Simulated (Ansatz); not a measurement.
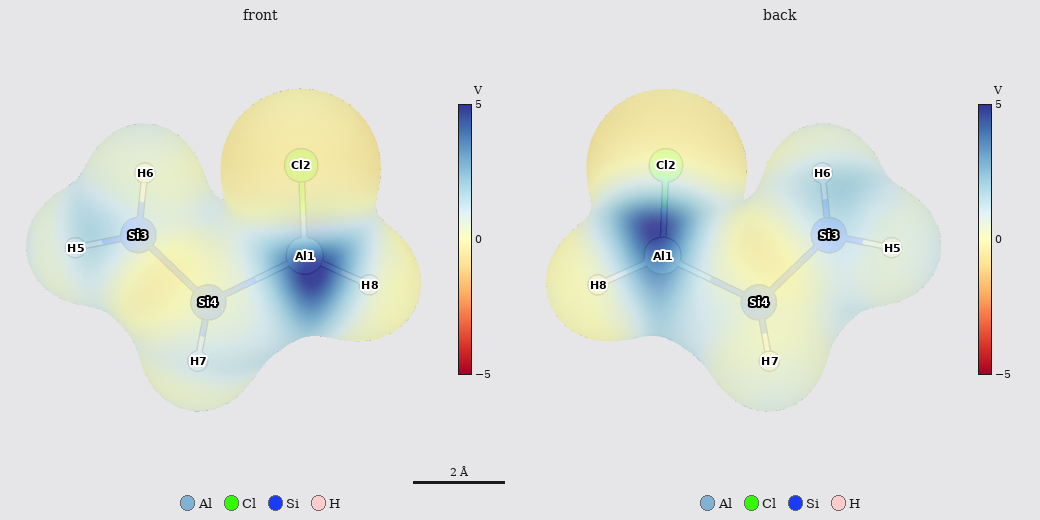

Figure. AlClH4Si2 (SMILES [SiH2]=[SiH][AlH][Cl]). The electrostatic potential painted on the density surface at 0.004 e/bohr³, seen from the front and from behind; the colour scale runs from red (negative) to blue (positive).

Geometry: PBE-D3(BJ)/def2-SVP.

The calculation used isolated molecule in a Gaussian basis; Kohn-Sham density functional theory, functional PBE0 (Ansatz 0.2.0).

```xyz
8

Al   -1.5532    0.5036   -1.2453
Cl   -0.1725    1.9524   -0.5233
Si   -3.5392    1.4057    1.8255
Si   -3.2139   -0.1584    0.3428
H    -4.6815    1.4654    2.7997
H    -2.4316    2.3503    2.1842
H    -4.4421   -0.9630    0.0109
H    -1.3468   -0.0438   -2.7264
```

Which sites attract a positive test charge, and which a negative one?

A positive charge is drawn to the negative regions and a negative charge to the positive ones. The most negative region (about −0.5 V) lies over Cl2, the most positive (about +4.8 V) over Al1.
